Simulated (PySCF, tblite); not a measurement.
# C₄H₁₃BFN: geometry, infrared bands and NMR shifts

Aim: predict the infrared bands and NMR shifts of C₄H₁₃BFN (`[BH3-][NH2+]C[C@@H](C)CF`).

Computed with tblite 0.8.0 and PySCF 2.14.0, with density-fitted response routines of our own, on a single molecule in the gas phase. Atoms are numbered from 0 throughout.

**1. Starting geometry**

20 atoms, charge 0, multiplicity 1; geometry from: force field or distance geometry start.

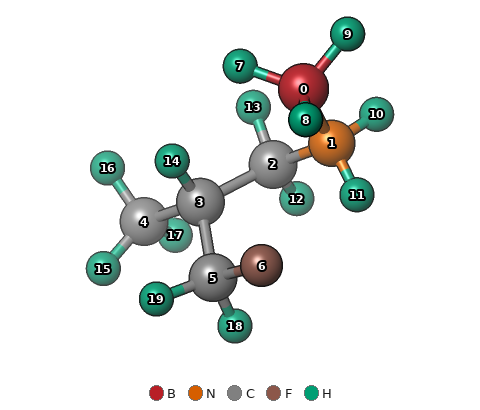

As it starts; boron red, nitrogen orange, carbon grey, fluorine brown, hydrogen teal, atoms numbered; sticks join atoms by distance.

**2. Optimising the geometry with GFN2-xTB**

The job: settings as JSON, then the geometry in Å.

```
{"job": {"kind": "relax", "xc": "GFN2-xTB", "basis": "xTB"}, "charge": 0, "multiplicity": 1}
B      2.210100     0.010700     0.665200
N      1.338000    -0.989900    -0.115500
C      0.274400    -0.403400    -0.843700
C     -0.684300     0.449100    -0.066800
C     -1.757800     0.991700    -0.980600
C     -1.406100    -0.243600     1.057300
F     -0.513500    -0.732500     1.972600
H      1.917700     1.096000     0.307100
H      2.114700    -0.133300     1.835000
H      3.350400    -0.206600     0.370400
H      1.943500    -1.497800    -0.829300
H      0.942800    -1.724500     0.524300
H     -0.269400    -1.139100    -1.483200
H      0.768600     0.285400    -1.595200
H     -0.117000     1.292000     0.418500
H     -2.651100     1.265300    -0.382900
H     -1.355100     1.942800    -1.393500
H     -1.977000     0.297700    -1.804400
H     -2.093100    -1.034300     0.720200
H     -2.040800     0.485000     1.621400
```

Launch:

```sh
$ OMP_NUM_THREADS=1 python probes_run.py task.json out
```

The driver reads the jobs from task.json and runs them one after another.

What it wrote:

```text
step      E/eV     max force
  0    -654.70501    3.310
  1    -655.00145    0.910
  2    -655.05806    0.539
  3    -655.12028    0.460
  4    -655.14658    0.509
  5    -655.16638    0.327
  6    -655.18105    0.249
  7    -655.19272    0.202
  8    -655.20228    0.277
  9    -655.21209    0.234
 10    -655.22157    0.187
 11    -655.23102    0.218
 12    -655.24194    0.325
 13    -655.25536    0.393
 14    -655.26952    0.315
 15    -655.28126    0.295
 16    -655.28933    0.219
 17    -655.29463    0.169
 18    -655.29901    0.145
 19    -655.30269    0.128
 20    -655.30596    0.146
 21    -655.31005    0.189
 22    -655.31611    0.264
 23    -655.32352    0.242
 24    -655.33056    0.187
 25    -655.33724    0.210
 26    -655.34535    0.249
 27    -655.35586    0.346
 28    -655.36704    0.298
 29    -655.37659    0.172
 30    -655.38399    0.173
 31    -655.39018    0.199
 32    -655.39573    0.209
 33    -655.39965    0.166
 34    -655.40259    0.179
 35    -655.40556    0.124
 36    -655.41048    0.133
 37    -655.41369    0.114
 38    -655.41782    0.126
 39    -655.42069    0.121
 40    -655.42424    0.157
 41    -655.42748    0.158
 42    -655.42988    0.114
 43    -655.43144    0.081
 44    -655.43289    0.082
 45    -655.43464    0.092
 46    -655.43648    0.099
 47    -655.43810    0.092
 48    -655.43963    0.087
 49    -655.44148    0.101
 50    -655.44382    0.131
 51    -655.44622    0.119
 52    -655.44828    0.094
 53    -655.44987    0.090
 54    -655.45203    0.108
 55    -655.45505    0.142
 56    -655.45838    0.118
 57    -655.46091    0.095
 58    -655.46264    0.078
 59    -655.46403    0.087
 60    -655.46569    0.113
 61    -655.46727    0.132
 62    -655.46898    0.093
 63    -655.47081    0.092
 64    -655.47303    0.103
 65    -655.47561    0.122
 66    -655.47780    0.091
 67    -655.47880    0.099
 68    -655.47972    0.089
 69    -655.48057    0.075
 70    -655.48228    0.057
 71    -655.48289    0.049
 72    -655.48362    0.045
 73    -655.48414    0.050
 74    -655.48477    0.057
 75    -655.48541    0.060
 76    -655.48609    0.067
 77    -655.48672    0.053
 78    -655.48727    0.058
 79    -655.48776    0.052
 80    -655.48827    0.058
 81    -655.48892    0.049
 82    -655.48931    0.039
 83    -655.48965    0.033
 84    -655.48992    0.030
 85    -655.49022    0.034
 86    -655.49053    0.045
 87    -655.49087    0.039
 88    -655.49124    0.047
 89    -655.49160    0.048
 90    -655.49197    0.045
 91    -655.49241    0.053
 92    -655.49290    0.037
 93    -655.49333    0.035
 94    -655.49362    0.041
 95    -655.49385    0.042
 96    -655.49409    0.036
 97    -655.49439    0.026
 98    -655.49463    0.030
 99    -655.49475    0.029
100    -655.49486    0.024
101    -655.49504    0.032
102    -655.49532    0.037
103    -655.49568    0.037
104    -655.49600    0.039
105    -655.49626    0.042
106    -655.49656    0.028
107    -655.49683    0.027
108    -655.49705    0.028
109    -655.49714    0.023
110    -655.49720    0.023
111    -655.49725    0.019
112    -655.49730    0.012
113    -655.49733    0.010
114    -655.49734    0.011
115    -655.49736    0.013
116    -655.49738    0.014
117    -655.49742    0.015
118    -655.49747    0.015
119    -655.49752    0.017
120    -655.49759    0.017
121    -655.49768    0.023
122    -655.49782    0.026
123    -655.49799    0.025
124    -655.49814    0.020
125    -655.49824    0.018
126    -655.49831    0.020
127    -655.49837    0.022
128    -655.49842    0.015
129    -655.49845    0.008
```

It took 0.78 s on 1 thread of Arm Neoverse V1, shared host; peak memory 0.18 GiB.

Step by step: (not every step is listed)

```csv
step,energy from step 0 (eV),largest force (eV/Å)
0,0.0000,3.3097
1,-0.2964,0.9099
2,-0.3530,0.5386
3,-0.4153,0.4602
4,-0.4416,0.5090
5,-0.4614,0.3268
6,-0.4760,0.2492
7,-0.4877,0.2016
8,-0.4973,0.2774
19,-0.5977,0.1276
30,-0.6790,0.1731
41,-0.7225,0.1578
52,-0.7433,0.0937
63,-0.7658,0.0917
74,-0.7798,0.0575
85,-0.7852,0.0345
96,-0.7891,0.0358
107,-0.7918,0.0274
118,-0.7925,0.0150
124,-0.7931,0.0201
125,-0.7932,0.0183
126,-0.7933,0.0205
127,-0.7934,0.0220
128,-0.7934,0.0154
129,-0.7934,0.0083
```

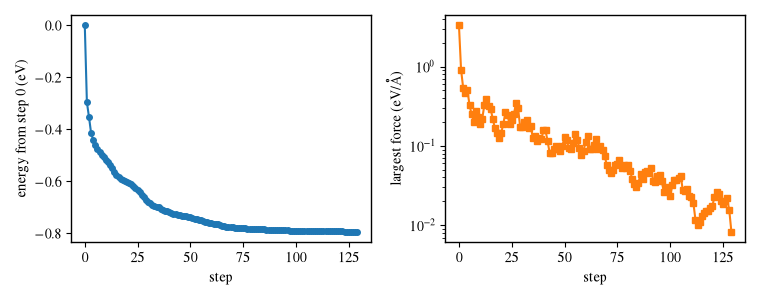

Energy and force, step by step.

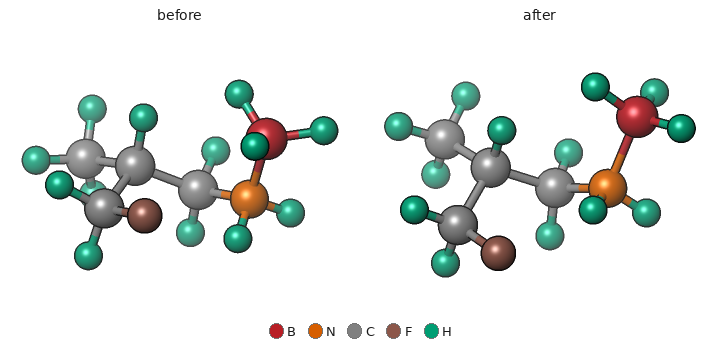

Before and after, at one scale.

Close pairs (by a distance rule), those that changed most:

```csv
bond,before (Å),after (Å),change (Å)
B0–N1,1.540,1.645,+0.105
N1–H10,1.065,1.014,-0.051
N1–C2,1.416,1.465,+0.049
C2–H13,1.133,1.092,-0.041
N1–H11,1.051,1.016,-0.035
C2–C3,1.500,1.533,+0.033
C3–H14,1.126,1.094,-0.032
C4–H16,1.112,1.086,-0.026
```

The end geometry stands in the next job.

**3. Infrared spectrum with GFN2-xTB**

The job: settings as JSON, then the geometry in Å.

```
{"job": {"kind": "ir", "xc": "GFN2-xTB", "basis": "xTB"}, "charge": 0, "multiplicity": 1}
B      2.491359     0.279849     0.346000
N      1.372130    -0.883310     0.027845
C      0.212893    -0.457095    -0.760725
C     -0.786206     0.326619     0.097744
C     -1.638875     1.253951    -0.763044
C     -1.703387    -0.617131     0.872720
F     -0.975777    -1.502348     1.638530
H      2.827579     0.704509    -0.717442
H      1.974891     1.108846     1.028649
H      3.371383    -0.289675     0.914459
H      1.891803    -1.598147    -0.469497
H      1.075989    -1.268237     0.920774
H     -0.289214    -1.322573    -1.212704
H      0.587991     0.187433    -1.558882
H     -0.205182     0.923306     0.806574
H     -2.365024     1.784515    -0.152414
H     -1.007859     1.986290    -1.257783
H     -2.174897     0.687980    -1.522466
H     -2.314067    -1.225682     0.196139
H     -2.350678    -0.068418     1.562487
```

What it wrote:

```text
mode    cm-1     km/mol
  1      63.4     20.96
  2      90.9      7.79
  3     113.2     16.10
  4     173.8      4.07
  5     214.5      2.06
  6     217.1     16.02
  7     297.6      5.23
  8     316.8      2.15
  9     363.0     10.89
 10     440.5      3.54
 11     506.9      7.22
 12     632.6     22.23
 13     644.0     17.97
 14     854.4     21.53
 15     880.1     15.68
 16     911.1     14.01
 17     957.1     24.54
 18     963.1     18.66
 19     975.8     47.39
 20    1040.2     87.40
 21    1085.8      1.63
 22    1087.4      0.73
 23    1107.5     79.87
 24    1138.8     36.01
 25    1160.1      7.56
 26    1168.6    171.72
 27    1191.7     51.40
 28    1218.0     27.04
 29    1255.6     47.20
 30    1259.4     16.89
 31    1266.3     29.86
 32    1282.6     17.91
 33    1304.5      5.34
 34    1339.6      4.50
 35    1365.0      4.41
 36    1415.4      4.07
 37    1449.9      0.25
 38    1465.6      2.16
 39    1495.7      3.20
 40    1498.5      6.73
 41    1510.7     53.04
 42    2428.6    311.07
 43    2436.3    339.59
 44    2462.9    118.24
 45    2908.0     49.99
 46    2936.3     35.14
 47    2966.3     21.97
 48    2970.5     13.75
 49    2985.5     13.37
 50    3031.0     38.13
 51    3046.3     28.30
 52    3059.8     14.35
 53    3382.8     19.46
 54    3407.6      4.54
```

It took 0.6 s on 1 thread of Arm Neoverse V1, shared host; peak memory 0.18 GiB.

The strongest bands and the atoms that carry them (share of the mass-weighted mode):

```csv
cm⁻¹,km/mol,atoms
1040,87.4,"C5 52 %, F6 33 %"
1108,79.9,"N1 23 %, C2 15 %, H11 14 %, H13 13 %"
1169,171.7,"H7 22 %, H8 19 %, H9 18 %"
1192,51.4,"H10 22 %, C3 14 %, H14 13 %, C2 11 %"
1511,53.0,"H11 49 %, H10 42 %"
2429,311.1,"H7 73 %, H8 15 %"
2436,339.6,"H9 53 %, H8 35 %"
2463,118.2,"H8 43 %, H9 37 %, H7 18 %"
```

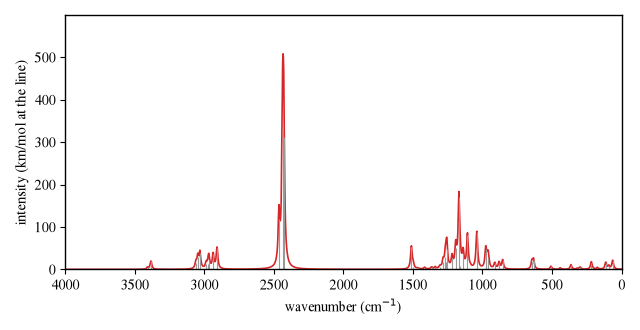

The infrared spectrum from these modes, unscaled. Lines are broadened to a width of 14 cm⁻¹ (Lorentzian).

**4. Shielding tensors: PBE0/pcSseg-1**

The job, as its differences from that of step 3:

```diff
@@ -1,2 +1,2 @@
-{"job": {"kind": "ir", "xc": "GFN2-xTB", "basis": "xTB"}, "charge": 0, "multiplicity": 1}
+{"job": {"kind": "nmr", "xc": "PBE0", "basis": "pcSseg-1"}, "charge": 0, "multiplicity": 1}
 B      2.491359     0.279849     0.346000
```

Level: GIAO PBE0/pcSseg-1 NMR shielding, non-relativistic, gas phase.

What it wrote:

```text
coarse grid: 15640 points
cycle   1  E = -339.1368865821  dE =  5.355e-01  |g| = 5.689e-01  |ddm| = 3.591e+00
cycle   2  E = -339.1341130542  dE =  2.774e-03  |g| = 6.572e-01  |ddm| = 1.028e+00
cycle   3  E = -339.2142574783  dE = -8.014e-02  |g| = 8.692e-02  |ddm| = 5.102e-01
cycle   4  E = -339.2155165364  dE = -1.259e-03  |g| = 2.958e-02  |ddm| = 8.548e-02
cycle   5  E = -339.2157054293  dE = -1.889e-04  |g| = 5.511e-03  |ddm| = 2.744e-02
cycle   6  E = -339.2157114888  dE = -6.059e-06  |g| = 2.138e-03  |ddm| = 5.748e-03
final grid: 148472 points
cycle   7  E = -339.2619784617  dE = -6.519e-05  |g| = 1.008e-02  |ddm| = 3.270e-02
cycle   8  E = -339.2619691308  dE =  9.331e-06  |g| = 1.218e-02  |ddm| = 1.868e-02
cycle   9  E = -339.2620040683  dE = -3.494e-05  |g| = 1.319e-03  |ddm| = 1.016e-02
cycle  10  E = -339.2620043380  dE = -2.697e-07  |g| = 2.730e-04  |ddm| = 1.090e-03
cycle  11  E = -339.2620043484  dE = -1.035e-08  |g| = 7.041e-05  |ddm| = 2.087e-04
cycle  12  E = -339.2620043495  dE = -1.101e-09  |g| = 1.997e-05  |ddm| = 6.967e-05
cycle  13  E = -339.2620043496  dE = -8.731e-11  |g| = 3.050e-06  |ddm| = 1.461e-05
converged SCF energy = -339.2620043496

GIAO shielding tensors (ppm)
atom      isotropic    diamagn.    paramagn.     s11        s22        s33       span
  0 B      125.382     189.117     -63.735    103.962    116.741    155.442     51.480
  1 N      214.606     317.969    -103.363    188.493    218.694    236.632     48.140
  2 C      130.172     249.559    -119.387    112.833    123.122    154.560     41.727
  3 C      153.857     248.913     -95.056    141.141    158.385    162.044     20.902
  4 C      172.315     246.819     -74.504    157.513    168.788    190.645     33.132
  5 C       91.601     242.029    -150.428     52.114     80.247    142.442     90.328
  6 F      421.342     476.067     -54.725    382.596    415.680    465.752     83.156
  7 H       30.087      30.469      -0.381     27.308     27.983     34.971      7.664
  8 H       29.585      30.725      -1.140     26.343     27.947     34.466      8.124
  9 H       29.794      29.759       0.035     26.662     27.816     34.903      8.241
 10 H       28.827      30.471      -1.644     20.880     26.025     39.578     18.698
 11 H       28.234      32.647      -4.413     20.033     27.488     37.181     17.147
 12 H       28.890      32.542      -3.651     25.153     28.527     32.991      7.838
 13 H       28.949      32.869      -3.920     24.308     29.948     32.590      8.282
 14 H       28.680      32.997      -4.317     24.574     28.296     33.170      8.597
 15 H       30.869      29.202       1.667     26.050     28.175     38.382     12.332
 16 H       30.503      29.967       0.536     25.774     28.529     37.207     11.432
 17 H       31.291      30.022       1.269     27.133     29.240     37.499     10.366
 18 H       27.377      29.898      -2.521     22.811     28.446     30.874      8.063
 19 H       26.780      29.073      -2.293     21.985     28.011     30.344      8.359
```

Wall time 38 s (1 thread of Arm Neoverse V1, shared host); peak memory 0.88 GiB.

Shifts follow as δ = σ(reference) − σ, with reference shieldings (ppm) from runs at the same level and on the same kind of geometry: 1H TMS 31.72, 13C TMS 186.9, 19F CFCl3 170.9, 15N NH3 267.7, 11B BF3·OEt2 100.1. The references are single molecules in the gas phase, so shifts against H2O, NH3, PH3, H3PO4 or CFCl3 are not on the usual liquid scales and can be off by tens of ppm. Atoms listed in one row are averaged.

```csv
atoms,environment,σ (ppm),δ (ppm),δ scaled to CDCl3
C5,sp3 CH2 bonded to F,91.6,95.3,91.1
C2,sp3 CH2 bonded to N,130.2,56.8,53.5
C3,sp3 CH,153.9,33.1,30.4
C4,methyl carbon,172.3,14.6,12.3
H19,hydrogen on an sp3 CH2 bonded to F,26.78,4.94,4.76
H18,hydrogen on an sp3 CH2 bonded to F,27.38,4.34,4.20
H11,hydrogen on a donor nitrogen of a Lewis adduct,28.23,3.48,–
H14,hydrogen on an sp3 CH,28.68,3.04,2.97
H10,hydrogen on a donor nitrogen of a Lewis adduct,28.83,2.89,–
H12,hydrogen on an sp3 CH2 bonded to N,28.89,2.83,2.77
H13,hydrogen on an sp3 CH2 bonded to N,28.95,2.77,2.72
"H7, H8, H9",hydrogen on a boron bonded to N,29.82,1.89,–
"H15, H16, H17",hydrogen on a methyl carbon,30.89,0.83,0.89
B0,"boron bonded to N, 3 H",125.4,-25.3,–
N1,donor nitrogen of a Lewis adduct,214.6,53.1,–
F6,fluorine on an sp3 carbon,421.3,-250.4,–
```

The scaled column applies a straight-line fit of computed shieldings to shifts measured in CDCl3, and one for carbons that bear F (root-mean-square error 0.16 ppm for H, 1.9 ppm for C).

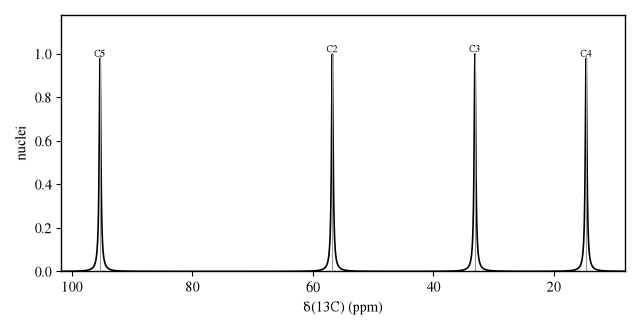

13C lines at the computed shifts, without couplings. Lines are broadened to a width of 0.32 ppm (Lorentzian).

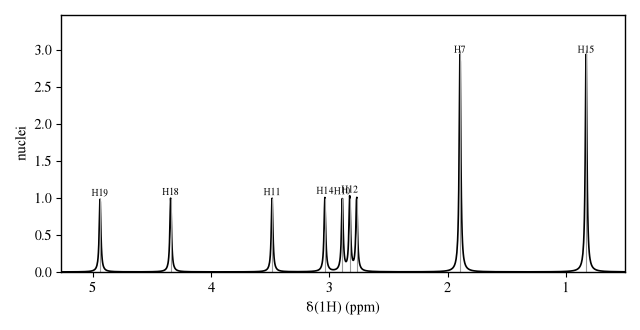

1H lines at the computed shifts, without couplings. Lines are broadened to a width of 0.02 ppm (Lorentzian).

The run also stored atomic charges by several schemes (e):

```csv
atoms,Mulliken,IAO,Hirshfeld,ESP fit
B0,-0.12,-0.40,-0.10,0.00
N1,-0.39,-0.28,-0.04,-0.34
C2,0.01,-0.15,0.00,-0.14
C3,-0.45,-0.12,-0.03,0.23
C4,-0.23,-0.42,-0.11,-0.65
C5,0.24,0.04,0.03,-0.06
F6,-0.35,-0.33,-0.10,-0.23
```

ESP fit charges:

B0 0.00; N1 -0.34; C2 -0.14; C3 0.23; C4 -0.65; C5 -0.06; F6 -0.23; H7 -0.15; H8 -0.14; H9 -0.16; H10 0.31; H11 0.29; H12 0.08; H13 0.14; H14 0.09; H15 0.17; H16 0.18; H17 0.16; H18 0.10; H19 0.11

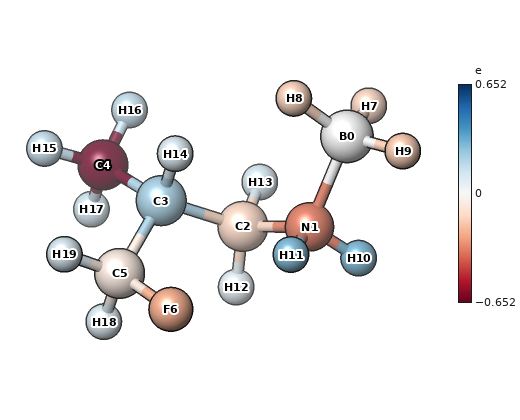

ESP fit charges, as colours on the atoms.

Mayer bond orders: B0–N1 0.61, N1–C2 0.93, C2–C3 0.98, C3–C4 1.05, C3–C5 1.01, C5–F6 0.86.

The fields below are evaluated on a grid from the run's orbitals.

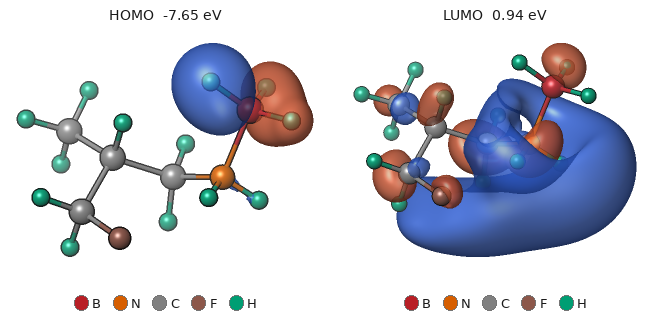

Frontier orbitals at PBE0/pcSseg-1; each surface holds 70 % of the orbital's density, blue and red mark the sign.

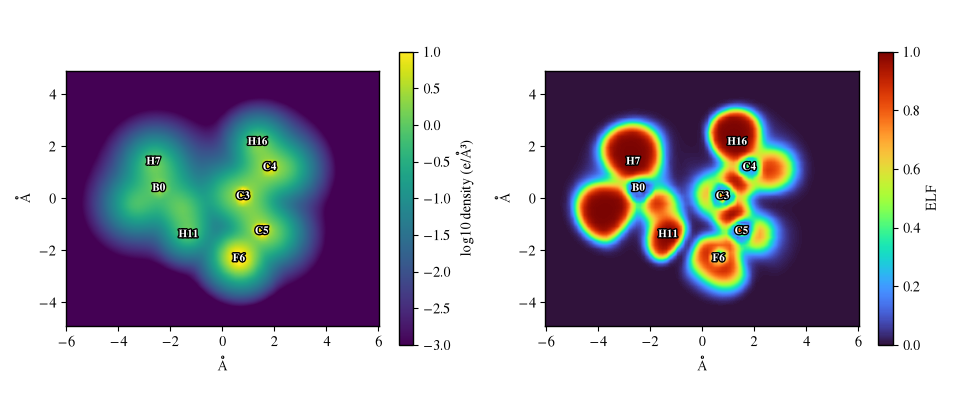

Density (left) and ELF (right) in a plane through or near 8 of the atoms.

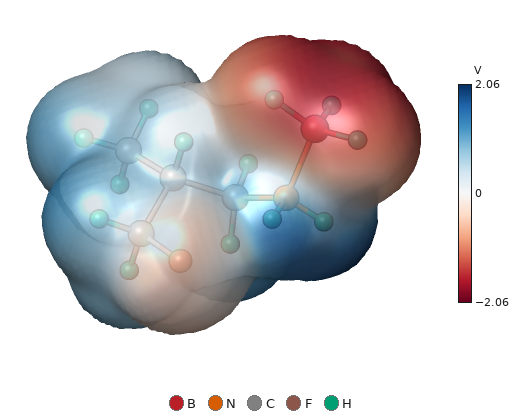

Electrostatic potential on the surface of density 0.002 e/bohr³; red is low, blue high. It runs from -1.72 to 2.06 V.

**5. Outcome**

| quantity | value |
| --- | --- |
| strongest single infrared mode (GFN2-xTB) | 2436 cm⁻¹, 340 km/mol |
| zero-point energy (GFN2-xTB) | 108.3 kcal/mol |
| 13C shifts against TMS (PBE0/pcSseg-1) | 95.3, 56.8, 33.1, 14.6 ppm |
| 1H shifts against TMS (PBE0/pcSseg-1, means over atoms taken as alike) | 4.94, 4.34, 3.48, 3.04, 2.89, 2.83, 2.77, 1.89, 0.83 ppm |
| 11B shifts against BF3·OEt2 (PBE0/pcSseg-1) | -25.3 ppm |
| 15N shifts against NH3 (PBE0/pcSseg-1) | 53.1 ppm |
| 19F shifts against CFCl3 (PBE0/pcSseg-1) | -250.4 ppm |
| surface potential, least and greatest | -1.72 V and 2.06 V |

In words: Over 129 steps the energy fell by 0.793 eV; of the close pairs, B0–N1 changed most, 1.540 to 1.645 Å. All 54 modes are real, so the xTB geometry is a minimum. The strongest single mode, at 2436 cm⁻¹, moves mainly H9 and H8. GFN2-xTB is a fitted tight-binding method: band positions and strengths are rough. Its intensities can rank the bands wrongly. C5 (sp3 CH2 bonded to F) lies farthest downfield among carbon, at 95.3 ppm; deshielded by the electronegative neighbour. At PBE0/pcSseg-1: The largest span, 90 ppm, is at C5, where the paramagnetic term is -150 ppm.
